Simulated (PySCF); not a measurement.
# IrH₃⁺: structure of the sextet

The task is one start of a wider search on IrH₃⁺: the sextet, from a T-shaped start. It is relaxed, tested by its Hessian and followed downhill if it is a saddle.

The runs use PySCF 2.14.0; PBE0, basis Ir def2-TZVP with ECP60, H def2-TZVP, scalar-relativistic core potentials, no spin–orbit coupling, density fitting.

### 1 The starting structure

4 atoms, charge 1, spin multiplicity 6.

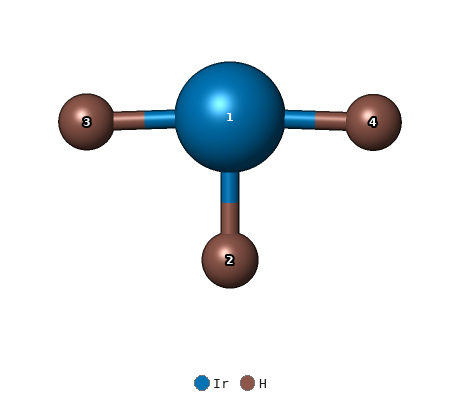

Start geometry, drawn with iridium blue, hydrogen brown; atoms are numbered from 1 in the order of the file.

Z-matrix (Å, degrees; charge 1 multiplicity 6):
```
Ir
H  1 1.5092
H  1 1.5092 2 88.00
H  1 1.5092 2 88.00 3 180.00
```

### 2 Finding the electronic state

The steps below are one call of a driver around PySCF. For each, scf.py gives the equivalent set-up of the SCF; relaxations use the driver's own optimiser. After this first run the driver tries any further starts and a stability analysis.

scf.py

```python
from pyscf import gto, scf, dft
mol = gto.M(atom='''
Ir     0.000000     0.000000     0.000000
H      0.000000     0.000000     1.509200
H      1.508300     0.000000     0.052700
H     -1.508300     0.000000     0.052700''',
    basis={'Ir': 'def2-TZVP', 'H': 'def2-TZVP'},
    ecp={'Ir': 'def2-TZVP'},
    charge=1, spin=5)
mf = dft.UKS(mol, xc='PBE0')
mf.grids.atom_grid = (50, 194)
aux = {'Ir': 'def2-universal-JKFIT', 'H': 'def2-universal-JKFIT'}
mf = mf.density_fit(auxbasis=aux)
mf.conv_tol = 1e-08
mf.diis_space = 10
mf.max_cycle = 60
mf.init_guess = 'minao'
mf.verbose = 4
mf.kernel()
```

The run is started by

```
$ OMP_NUM_THREADS=2 python axn.py task.json out
```

Further steps of the session: T-shaped start, sextet: relaxation; Vibrations and properties at this point; Leaving the saddle point; Hessian and properties.

**Question.** What will these runs give? Wanted: minimum; geometry; wavenumbers; dipole moment; highest occupied, lowest empty level; polar-tensor charge of Ir1; zero-point energy; ⟨S²⟩.

**Answer**, as computed:

```
                                          quantity                                   value
                                           minimum                             sextet, C3v
                                          geometry   Ir–H 1.710 Å (×3); H–Ir–H 119.5° (×3)
                                wavenumbers (cm⁻¹)  360 (a1), 601 (e), 1567 (e), 1777 (a1)
                    dipole moment (centre of mass)                                  0.09 D
highest occupied, lowest empty level (either spin)                       -13.92, -13.04 eV
                        polar-tensor charge of Ir1                                 +0.79 e
                                 zero-point energy                             38.7 kJ/mol
                               entropy at 298.15 K                         258.9 J/(mol K)
                                              ⟨S²⟩                                   8.754
```

What this shows: From C2v at the start the molecule goes to a C3v minimum, after a stop at a second-order saddle point 61.0 kJ/mol higher, from which it was pushed off along an imaginary mode. The strongest infrared band lies at 1567 cm⁻¹ (e, stretch). Most of the spin sits on Ir1 (Mulliken spin 3.62, against 5 for the whole molecule). The first SCF alone would have been 17 kJ/mol too high. Only this shape and spin were tried, so other structures or states may lie lower. One determinant may miss the lowest occupation of an open d or f shell. Spin–orbit coupling, left out here, can matter for elements this heavy.
